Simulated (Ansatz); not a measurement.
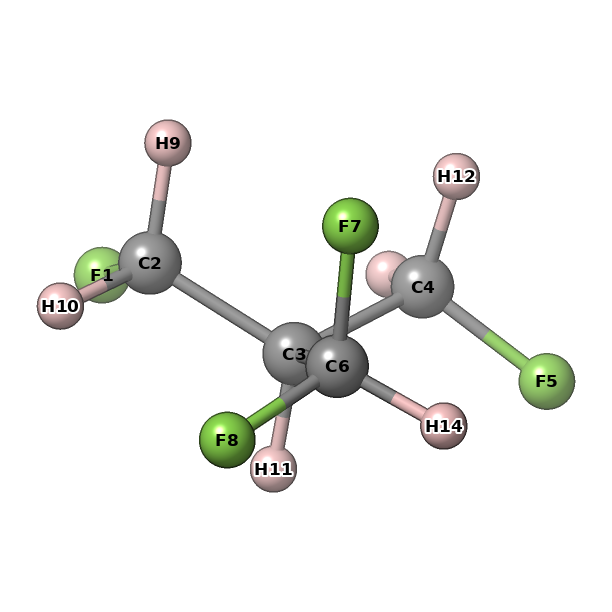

C3 lies behind C6. The molecule seen a little off the C6–C3 bond, C6 in front. Atoms fade into the background with distance from the viewer. Computed geometry: PBE0-D4/def2-TZVP optimisation.

Q: What is the torsion angle F7–C6–C3–C2? The sign is positive where the front bond must turn clockwise to cover the back bond.

A: −56°, synclinal (gauche). The bonds about C6–C3 are staggered.
